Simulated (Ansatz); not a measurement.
Dissociation curve of SMILES C(C)(C)(C)[O][K] (C₄H₉KO). The C4–H15 bond (C4 also carries C, H, H; H15 carries nothing else) is varied alone, starting from the PBE0/def2-SVP optimised geometry.

```
15

K      4.2082     0.9879     0.7044
O      2.3880    -0.0626    -0.0524
C      1.2735    -0.7019    -0.5132
C      0.0000     0.0000     0.0000
C      1.2488    -0.6956    -2.0546
C      1.2549    -2.1658    -0.0287
H     -0.9328    -0.4765    -0.3479
H      0.0000     1.0499    -0.3359
H      1.2599     0.3451    -2.4179
H      0.3653    -1.2025    -2.4802
H      2.1535    -1.1950    -2.4384
H      1.2673    -2.1875     1.0733
H      2.1622    -2.6806    -0.3850
H      0.3739    -2.7314    -0.3781
H      0.0000     0.0000     1.1024
```

RKS-BLYP = Ansatz (a first-principles code) with restricted BLYP/def2-SVP; UKS-PBE0 = unrestricted PBE0/def2-SVP run with Ansatz; UKS-BLYP = unrestricted BLYP/def2-SVP in Ansatz; UKS-PBE = unrestricted PBE/def2-SVP run with Ansatz; RKS-PBE = restricted PBE/def2-SVP (Ansatz).

Energies are in eV, each relative to the lowest point of its own curve near equilibrium.

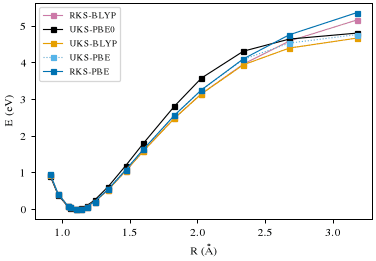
Figure: Energy against bond length for each method.

| R / Å | RKS-BLYP | UKS-PBE0 | UKS-BLYP | UKS-PBE | RKS-PBE |
|---|---|---|---|---|---|
| 0.91 | 0.937 | 0.908 | 0.937 | 0.950 | 0.950 |
| 0.97 | 0.403 | 0.378 | 0.403 | 0.409 | 0.409 |
| 1.04 | 0.086 | 0.072 | 0.086 | 0.088 | 0.088 |
| 1.06 | 0.042 | 0.032 | 0.042 | 0.042 | 0.042 |
| 1.10 | 0.000 | 0.000 | 0.000 | 0.000 | 0.000 |
| 1.14 | 0.011 | 0.022 | 0.011 | 0.011 | 0.011 |
| 1.18 | 0.062 | 0.086 | 0.062 | 0.064 | 0.064 |
| 1.24 | 0.198 | 0.243 | 0.198 | 0.203 | 0.203 |
| 1.34 | 0.524 | 0.610 | 0.524 | 0.537 | 0.537 |
| 1.47 | 1.040 | 1.185 | 1.040 | 1.068 | 1.068 |
| 1.60 | 1.580 | 1.790 | 1.580 | 1.627 | 1.627 |
| 1.83 | 2.476 | 2.805 | 2.476 | 2.557 | 2.557 |
| 2.03 | 3.142 | 3.572 | 3.142 | 3.250 | 3.250 |
| 2.34 | 3.954 | 4.305 | 3.935 | 4.082 | 4.096 |
| 2.68 | 4.581 | 4.636 | 4.390 | 4.526 | 4.753 |
| 3.18 | 5.157 | 4.799 | 4.663 | 4.757 | 5.358 |

At the longest distance, 3.18 Å, RKS-PBE lies highest above its minimum (5.358 eV) and UKS-BLYP lowest (4.663 eV).

The restricted form behind RKS-BLYP, RKS-PBE keeps the bonding electrons paired and can't separate into open-shell fragments. The unrestricted determinant behind UKS-PBE0 is spin-contaminated at 2.34 to 3.18 Å (<S²> up to 1.0, against 0.00 for a pure singlet). The unrestricted determinant behind UKS-BLYP is spin-contaminated at 2.34 to 3.18 Å (<S²> up to 0.8, against 0.00 for a pure singlet). The unrestricted determinant behind UKS-PBE is spin-contaminated at 2.34 to 3.18 Å (<S²> up to 0.9, against 0.00 for a pure singlet).
